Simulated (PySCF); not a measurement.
# U-r2SCAN/STO-3G run of BHBr (SMILES [BH]Br)

What is the energy change on altering one bond length of BHBr at U-r2SCAN/STO-3G? The job is set up through a Python script.

Program for the calculation: PySCF 2.14.0.

19 further runs of the same task are left out: 8 that didn't finish, 11 set aside as unsound or not needed.

## Step 1: The molecule

BHBr: 3 atoms, total charge 0, spin state doublet. As SMILES, `[BH]Br`. The coordinates come from a PBE0-D4/def2-TZVP relaxation.

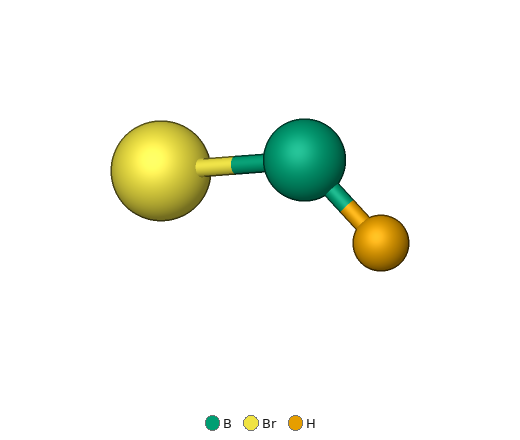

Viewed from a chosen angle; boron teal, bromine yellow, hydrogen amber.

## Step 2: A single-point energy at U-r2SCAN/STO-3G

job.py reads:

```python
from pyscf import gto, dft

mol = gto.M(
    atom='''
B     -0.094500    -0.523000    -0.115700
Br     1.181000     0.563200     0.709800
H     -1.097400    -0.105000    -0.607300
''',
    spin=1,
    max_memory=1860,
    verbose=4,
    basis='sto-3g',
)

mf = dft.UKS(mol)
mf.xc = 'r2scan'
mf.grids.level = 5
mf.conv_tol = 1e-10
mf.kernel()
if not mf.converged:
    mf = mf.newton().run(mf.mo_coeff, mf.mo_occ)

energy = mf.e_tot
print(f'total energy: {energy:.8f} hartree')
```

The run is started by

```
$ OMP_NUM_THREADS=1 python job.py
```

Standard output:

```text
PySCF version 2.14.0

[INPUT] num. atoms = 3
[INPUT] num. electrons = 41
[INPUT] charge = 0
[INPUT] spin (= nelec alpha-beta = 2S) = 1
[INPUT] symmetry False subgroup None
[INPUT] Mole.unit = angstrom
[INPUT] Symbol           X                Y                Z      unit          X                Y                Z       unit  Magmom
[INPUT]  1 B     -0.094500000000  -0.523000000000  -0.115700000000 AA   -0.178579118771  -0.988326763148  -0.218641312612 Bohr   0.0
[INPUT]  2 Br     1.181000000000   0.563200000000   0.709800000000 AA    2.231766553111   1.064293753355   1.341327603216 Bohr   0.0
[INPUT]  3 H     -1.097400000000  -0.105000000000  -0.607300000000 AA   -2.073785449098  -0.198421243079  -1.147630675448 Bohr   0.0

nuclear repulsion = 58.6237283812187
number of shells = 12
number of NR pGTOs = 72
number of NR cGTOs = 24
basis = sto-3g
ecp = {}

******** <class 'pyscf.dft.uks.UKS'> ********
method = UKS
initial guess = minao
damping factor = 0
level_shift factor = 0
DIIS = <class 'pyscf.scf.diis.CDIIS'>
diis_start_cycle = 1
diis_space = 8
diis_damp = 0
SCF conv_tol = 1e-10
SCF conv_tol_grad = None
SCF max_cycles = 50
direct_scf = True
direct_scf_tol = 1e-13
number electrons alpha = 21  beta = 20
XC library pyscf.dft.libxc version 7.0.0
    S. Lehtola, C. Steigemann, M. J.T. Oliveira, and M. A.L. Marques.,  SoftwareX 7, 1–5 (2018)
XC functionals = r2scan
    J. W. Furness, A. D. Kaplan, J. Ning, J. P. Perdew, and J. Sun.,  J. Phys. Chem. Lett. 11, 8208-8215 (2020)
    J. W. Furness, A. D. Kaplan, J. Ning, J. P. Perdew, and J. Sun.,  J. Phys. Chem. Lett. 11, 9248-9248 (2020)
    J. W. Furness, A. D. Kaplan, J. Ning, J. P. Perdew, and J. Sun.,  J. Phys. Chem. Lett. 11, 8208-8215 (2020)
    J. W. Furness, A. D. Kaplan, J. Ning, J. P. Perdew, and J. Sun.,  J. Phys. Chem. Lett. 11, 9248-9248 (2020)
radial grids:
    Treutler-Ahlrichs [JCP 102, 346 (1995); DOI:10.1063/1.469408] (M4) radial grids

becke partition: Becke, JCP 88, 2547 (1988); DOI:10.1063/1.454033
pruning grids: <function nwchem_prune>
grids dens level: 5
symmetrized grids: False
atomic radii adjust function: <function treutler_atomic_radii_adjust>
small_rho_cutoff = 0
Set gradient conv threshold to 1e-05
tot grids = 111440
init E= -2567.75140575506
[... the frontier-level lines of each cycle are left out ...]


cycle= 1 E= -2571.08127654901  delta_E= -3.33  |g|= 0.223  |ddm|= 1.54
cycle= 2 E= -2570.88253537896  delta_E= 0.199  |g|= 0.563  |ddm|= 1.37
cycle= 3 E= -2571.1413672406  delta_E= -0.259  |g|= 0.0132  |ddm|= 0.873
cycle= 4 E= -2571.14160085568  delta_E= -0.000234  |g|= 0.00343  |ddm|= 0.041
cycle= 5 E= -2571.14161623052  delta_E= -1.54e-05  |g|= 0.000913  |ddm|= 0.00935
cycle= 6 E= -2571.1416178834  delta_E= -1.65e-06  |g|= 0.000171  |ddm|= 0.00365
cycle= 7 E= -2571.14161793434  delta_E= -5.09e-08  |g|= 2.54e-05  |ddm|= 0.000624
cycle= 8 E= -2571.14161793583  delta_E= -1.49e-09  |g|= 3.84e-06  |ddm|= 0.000115
cycle= 9 E= -2571.14161793587  delta_E= -4.09e-11  |g|= 6.97e-07  |ddm|= 2.09e-05
Extra cycle  E= -2571.14161793587  delta_E= -1.82e-12  |g|= 5.89e-07  |ddm|= 2.92e-06
converged SCF energy = -2571.14161793587  <S^2> = 0.7550621  2S+1 = 2.0050557
total energy: -2571.14161794 hartree
```

It took 5.4 s on 1 thread of Arm Neoverse V1, shared host; peak memory 0.22 GiB.

## Step 3: The distorted shape

calc.py reads:

```python
from pyscf import gto, dft

system = gto.M(
    atom='B -1.114899 -1.391959 -0.776100; Br 1.181000 0.563200 0.709800; H -2.117799 -0.973959 -1.267700',
    basis='sto-3g',
    charge=0,
    spin=1,
    verbose=4,
    max_memory=1860,
)

mf = dft.UKS(system)
mf.xc = 'r2scan'
mf.grids.level = 5
mf.conv_tol = 1e-10
mf.kernel()
if not mf.converged:
    mf = mf.newton().run(mf.mo_coeff, mf.mo_occ)

e_final = mf.e_tot
print(f'total energy: {e_final:.8f} hartree')
```

The run is started by

```
$ OMP_NUM_THREADS=1 python calc.py
```

Standard output:

```text
PySCF version 2.14.0

[INPUT] num. atoms = 3
[INPUT] num. electrons = 41
[INPUT] charge = 0
[INPUT] spin (= nelec alpha-beta = 2S) = 1
[INPUT] symmetry False subgroup None
[INPUT] Mole.unit = angstrom
[INPUT] Symbol           X                Y                Z      unit          X                Y                Z       unit  Magmom
[INPUT]  1 B     -1.114899000000  -1.391959000000  -0.776100000000 AA   -2.106853766551  -2.630421286623  -1.466616445275 Bohr   0.0
[INPUT]  2 Br     1.181000000000   0.563200000000   0.709800000000 AA    2.231766553111   1.064293753355   1.341327603216 Bohr   0.0
[INPUT]  3 H     -2.117799000000  -0.973959000000  -1.267700000000 AA   -4.002060096878  -1.840515766555  -2.395605808111 Bohr   0.0

nuclear repulsion = 34.2368704380977
number of shells = 12
number of NR pGTOs = 72
number of NR cGTOs = 24
basis = sto-3g
ecp = {}

******** <class 'pyscf.dft.uks.UKS'> ********
method = UKS
initial guess = minao
damping factor = 0
level_shift factor = 0
DIIS = <class 'pyscf.scf.diis.CDIIS'>
diis_start_cycle = 1
diis_space = 8
diis_damp = 0
SCF conv_tol = 1e-10
SCF conv_tol_grad = None
SCF max_cycles = 50
direct_scf = True
direct_scf_tol = 1e-13
number electrons alpha = 21  beta = 20
XC library pyscf.dft.libxc version 7.0.0
    S. Lehtola, C. Steigemann, M. J.T. Oliveira, and M. A.L. Marques.,  SoftwareX 7, 1–5 (2018)
XC functionals = r2scan
    J. W. Furness, A. D. Kaplan, J. Ning, J. P. Perdew, and J. Sun.,  J. Phys. Chem. Lett. 11, 8208-8215 (2020)
    J. W. Furness, A. D. Kaplan, J. Ning, J. P. Perdew, and J. Sun.,  J. Phys. Chem. Lett. 11, 9248-9248 (2020)
    J. W. Furness, A. D. Kaplan, J. Ning, J. P. Perdew, and J. Sun.,  J. Phys. Chem. Lett. 11, 8208-8215 (2020)
    J. W. Furness, A. D. Kaplan, J. Ning, J. P. Perdew, and J. Sun.,  J. Phys. Chem. Lett. 11, 9248-9248 (2020)
radial grids:
    Treutler-Ahlrichs [JCP 102, 346 (1995); DOI:10.1063/1.469408] (M4) radial grids

[... 12 lines left out ...]
WARN: HOMO -0.232926577501305 >= LUMO -0.232926577501313
[... 5 lines left out ...]
WARN: HOMO 0.111750911704301 >= LUMO 0.112447905615716
[... 110 lines left out ...]
converged SCF energy = -2570.95023606138  <S^2> = 1.0597524  2S+1 = 2.2888883
total energy: -2570.95023606 hartree
```

Run time: 14 s. Hardware: 1 thread of Arm Neoverse V1, shared host; peak memory 0.22 GiB.

## Step 4: Summary of results

At U-r2SCAN/STO-3G:

| quantity | value |
| --- | --- |
| first shape: total energy | -2571.14162 Eh |
| first shape: dipole moment | 0.16 D |
| first shape: HOMO energy (highest over α and β) | -2.43 eV |
| first shape: LUMO energy (lowest over α and β) | 0.26 eV |
| first shape: ⟨S²⟩ | 0.755 |
| distorted shape: total energy | -2570.95024 Eh |
| distorted shape: dipole moment | 2.90 D |
| distorted shape: HOMO energy (highest over α and β) | -2.96 eV |
| distorted shape: LUMO energy (lowest over α and β) | -2.35 eV |
| distorted shape: ⟨S²⟩ | 1.060 |
| energy change with the B1–Br2 bond stretched from 1.868 to 3.362 Å | 5.208 eV |

With the B1–Br2 bond stretched from 1.868 to 3.362 Å the energy rises by 5.21 eV (120 kcal/mol). The first shape isn't relaxed at this level, so the change isn't measured from a minimum. The minimal basis adds a large error of its own. ⟨S²⟩ (distorted shape) is 1.06 where a pure doublet has 0.75: the reference is spin-contaminated.
